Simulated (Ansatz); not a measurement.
CsZnH3

Input

```
crystal:
  lattice:
    - [4.1158148928, 0.0, 0.0]
    - [0.0, 4.1158148928, 0.0]
    - [0.0, 0.0, 4.1158148928]
  atoms:
    - { symbol: Cs, position: [0.5, 0.5, 0.5] }
    - { symbol: Zn, position: [0.0, 0.0, 0.0] }
    - { symbol: H, position: [0.5, 0.0, 0.0] }
    - { symbol: H, position: [0.0, 0.5, 0.0] }
    - { symbol: H, position: [0.0, 0.0, 0.5] }
basis:
  ecutwfc: 420
kpoints:
  mp_grid: { grid: [10, 10, 10] }
hamiltonian:
  xc: pbe
scf:
  occupations: { method: gaussian, width: 0.1 }
output:
  forces: true
  stress: true
  eigenvalues: true
  write_density: true
  write_potential: true
  elf: true
  volumetric_format: npy
relax:
  adjacent_minimum: "off"
  f_tol: 0.01
  max_steps: 80
  cell: { stress_tol: 0.05 }
```

Command:

```sh
ansatz run input.yaml --threads 1 --pin off --max-ram 2048MiB --backend cpu --events-out ev --progress --plain --runs-dir out
```

Below, planes, directions and counts refer to the conventional cell (a = 4.12 Å, b = 4.12 Å, c = 4.12 Å, α = 90.00°, β = 90.00°, γ = 90.00°).

The fields are those of the run's last geometry, not of the input's.

Space group Pm-3m; a structure generated by program, which may or may not match a known phase.

Level of theory: DFT PBE, scalar-relativistic, plane waves, PAW (Ansatz 0.2.0).

### What will maps of the valence pseudo-density and electron localisation function show?

Zn–H (2.06 Å): ρ at the midpoint is about 0.34 e/Å³; the ELF climbs to about 1 towards the hydrogen.
Cs–H (2.91 Å): ρ at the midpoint is about 0.16 e/Å³; the ELF climbs to about 1 towards the hydrogen.

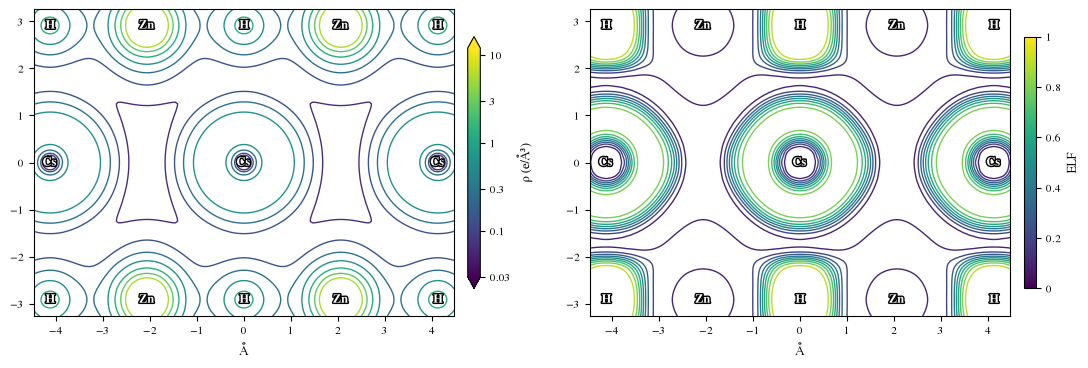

Computed valence pseudo-density and electron localisation function on the (110) plane of the conventional cell, in this order. 

Core electrons are frozen (PAW), and the valence fields are smoothed inside the atomic spheres.
